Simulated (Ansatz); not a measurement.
**What a change does: single-point calculation on CH5BOSi**

System: CH5BOSi, SMILES BC=[SiH]O.
Method of the first run: RKS PBE0-D4/def2-SVP (Ansatz 0.2.0).

Text and figures count atoms from 1; the logs count them from 0 in places.

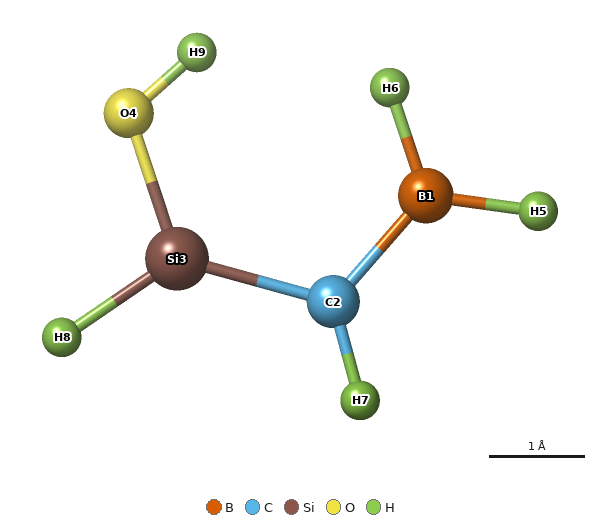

Fig. 1: The structure (ball-and-stick view, seen on its broad side; atoms are numbered from 1 in the order of the input).

**The input, the first run**
```yaml
crystal:
  periodic: [false, false, false]
  atoms:
    - { symbol: B, position_ang: [-0.165284, 1.14327, -0.894011] }
    - { symbol: C, position_ang: [0.454091, -0.217818, -0.872686] }
    - { symbol: Si, position_ang: [0.262016, -1.092851, 0.597898] }
    - { symbol: O, position_ang: [-0.534932, -0.515781, 1.907551] }
    - { symbol: H, position_ang: [-0.112478, 1.870657, -1.852699] }
    - { symbol: H, position_ang: [-0.757119, 1.569982, 0.080766] }
    - { symbol: H, position_ang: [0.997205, -0.653885, -1.716587] }
    - { symbol: H, position_ang: [0.736352, -2.446186, 0.968449] }
    - { symbol: H, position_ang: [-0.894154, 0.37415, 1.780682] }
basis:
  gaussian: { orbitals: def2-SVP }
hamiltonian:
  xc: pbe0
  dispersion: d4
output:
  forces: true
```

Command:
```bash
ansatz run input.yaml --threads 1 --pin off --max-ram 2560MiB --backend cpu --events-out ev --progress --plain --runs-dir out
```

Hardware: 1 thread of Intel Xeon @ 2.50GHz (Skylake/Cascade Lake), 189 GiB of memory available, shared host.

**Output (the first run)**
```
Engine: ansatz 0.2.0, x86_64-unknown-linux-gnu
Functional definition: PBE0
  parameter a = 0.25
  parameter kappa = 0.804
  parameter beta = 0.06672455060314922
  exchange = (1 - a)*pbe_x(kappa = kappa, mu = beta*pi^2/3) + a*exact_x
  correlation = pbe_c(beta = beta)
845 factors; integrals over basis functions are off by at most 1.0e-3 eV
mean field evaluation 1: about -11696.5049 eV, gradient 6.2e1 eV
mean field evaluation 2: about -11682.3017 eV, gradient 9.1e1 eV
mean field evaluation 4: about -11705.4643 eV, gradient 8.2e0 eV
mean field evaluation 8: about -11705.7063 eV, gradient 5.2e-1 eV
mean field evaluation 16: about -11705.7070 eV, gradient 2.9e-5 eV
mean field -11705.70703077 eV, -430.1767989675 hartree, gradient 2.9e-5 eV, S^2 0.000000; 0 other end points of the search recorded, 0 dependent functions left out
the calculation of the forces begins
reference -11705.70705627 eV, -430.1767999047 hartree; 19, 19 occupied and 66, 66 virtual orbitals, 845 factors
Total energy: -11705.85553064 eV, -430.1822562370 hartree
Atom 0 at    -0.165284     1.143270    -0.894011 Å, force    -0.028260     0.053402     0.008892 eV/Å
Atom 1 at     0.454091    -0.217818    -0.872686 Å, force     0.094921    -0.200622    -0.005852 eV/Å
Atom 2 at     0.262016    -1.092851     0.597898 Å, force     0.001382    -0.005389     0.002553 eV/Å
Atom 3 at    -0.534932    -0.515781     1.907551 Å, force     0.001236    -0.001045    -0.001693 eV/Å
Atom 4 at    -0.112478     1.870657    -1.852699 Å, force     0.006771     0.102500    -0.133439 eV/Å
Atom 5 at    -0.757119     1.569982     0.080766 Å, force    -0.078065     0.059309     0.125155 eV/Å
Atom 6 at     0.997205    -0.653885    -1.716587 Å, force     0.002603    -0.007350     0.002068 eV/Å
Atom 7 at     0.736352    -2.446186     0.968449 Å, force    -0.000486    -0.001077     0.002425 eV/Å
Atom 8 at    -0.894154     0.374150     1.780682 Å, force    -0.000102     0.000272    -0.000110 eV/Å
Dipole moment:     0.054728    -0.344770     0.257571 e Å
```

The input of the second run differs as follows (lines with − go, lines with + come):
```diff
-    - { symbol: C, position_ang: [0.454091, -0.217818, -0.872686] }
-    - { symbol: Si, position_ang: [0.262016, -1.092851, 0.597898] }
-    - { symbol: O, position_ang: [-0.534932, -0.515781, 1.907551] }
-    - { symbol: H, position_ang: [-0.112478, 1.870657, -1.852699] }
-    - { symbol: H, position_ang: [-0.757119, 1.569982, 0.080766] }
-    - { symbol: H, position_ang: [0.997205, -0.653885, -1.716587] }
-    - { symbol: H, position_ang: [0.736352, -2.446186, 0.968449] }
-    - { symbol: H, position_ang: [-0.894154, 0.37415, 1.780682] }
+    - { symbol: C, position_ang: [0.43504, -0.175953, -0.873342] }
+    - { symbol: Si, position_ang: [0.242965, -1.050986, 0.597242] }
+    - { symbol: O, position_ang: [-0.553983, -0.473917, 1.906895] }
+    - { symbol: H, position_ang: [-0.114494, 1.842879, -1.816089] }
+    - { symbol: H, position_ang: [-0.73476, 1.553861, 0.043939] }
+    - { symbol: H, position_ang: [0.978154, -0.612021, -1.717243] }
+    - { symbol: H, position_ang: [0.717301, -2.404322, 0.967794] }
+    - { symbol: H, position_ang: [-0.913205, 0.416014, 1.780026] }
```

What does this change do to the results?

On the same kind of shared host the second run took about 0.01 times as long.

**Output (the second run)**
```
Engine: ansatz 0.2.0, x86_64-unknown-linux-gnu
Functional definition: PBE0
  parameter a = 0.25
  parameter kappa = 0.804
  parameter beta = 0.06672455060314922
  exchange = (1 - a)*pbe_x(kappa = kappa, mu = beta*pi^2/3) + a*exact_x
  correlation = pbe_c(beta = beta)
845 factors; integrals over basis functions are off by at most 1.1e-3 eV
mean field evaluation 1: about -11695.9741 eV, gradient 6.3e1 eV
mean field evaluation 2: about -11680.3022 eV, gradient 9.4e1 eV
mean field evaluation 4: about -11705.3212 eV, gradient 8.9e0 eV
mean field evaluation 8: about -11705.5864 eV, gradient 5.4e-1 eV
mean field evaluation 16: about -11705.5872 eV, gradient 2.8e-5 eV
mean field -11705.58718468 eV, -430.1723947051 hartree, gradient 2.8e-5 eV, S^2 0.000000; 0 other end points of the search recorded, 0 dependent functions left out
the calculation of the forces begins
reference -11705.58721003 eV, -430.1723956365 hartree; 19, 19 occupied and 66, 66 virtual orbitals, 845 factors
Total energy: -11705.73632119 eV, -430.1778753707 hartree
Atom 0 at    -0.165284     1.143270    -0.894011 Å, force    -0.243496     0.459812     0.077301 eV/Å
Atom 1 at     0.435040    -0.175953    -0.873342 Å, force     0.811051    -1.711579    -0.052665 eV/Å
Atom 2 at     0.242965    -1.050986     0.597242 Å, force     0.009330    -0.043802     0.026676 eV/Å
Atom 3 at    -0.553983    -0.473917     1.906895 Å, force     0.009451    -0.004826    -0.017657 eV/Å
Atom 4 at    -0.114494     1.842879    -1.816089 Å, force     0.056505     0.864748    -1.124247 eV/Å
Atom 5 at    -0.734760     1.553861     0.043939 Å, force    -0.657411     0.498771     1.054591 eV/Å
Atom 6 at     0.978154    -0.612021    -1.717243 Å, force     0.017827    -0.055758     0.019623 eV/Å
Atom 7 at     0.717301    -2.404322     0.967794 Å, force    -0.003928    -0.007411     0.018136 eV/Å
Atom 8 at    -0.913205     0.416014     1.780026 Å, force     0.000671     0.000044    -0.001758 eV/Å
Dipole moment:     0.051750    -0.351384     0.272452 e Å
```

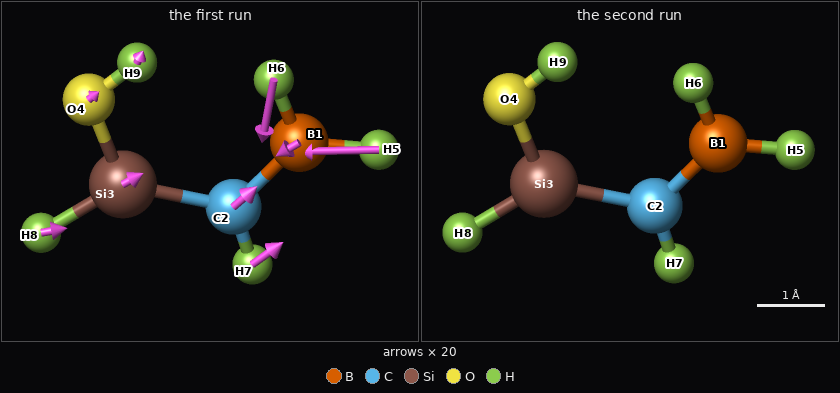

Fig. 2: The two input geometries at one scale (ball-and-stick view, seen at a tilt). The pink arrows on the first give the shifts of the atoms after the best rigid fit, magnified 20 times. H5 moves most after the best rigid fit: 0.062 Å. By element the largest moves are H 0.062 Å, C 0.025 Å, B 0.021 Å, Si 0.018 Å, O 0.011 Å. Among the contacts that change: B1–C2 1.496 → 1.450 Å, B1–H6 1.218 → 1.172 Å, B1–H5 1.205 → 1.159 Å.

**The two runs side by side**

```csv
quantity,the first run,the second run
outcome,converged,converged
total energy (hartree),–,−430.177875
largest force (eV/Å),–,1.895
basis functions,–,85
wall time (shared host),11 min,6.7 s
```
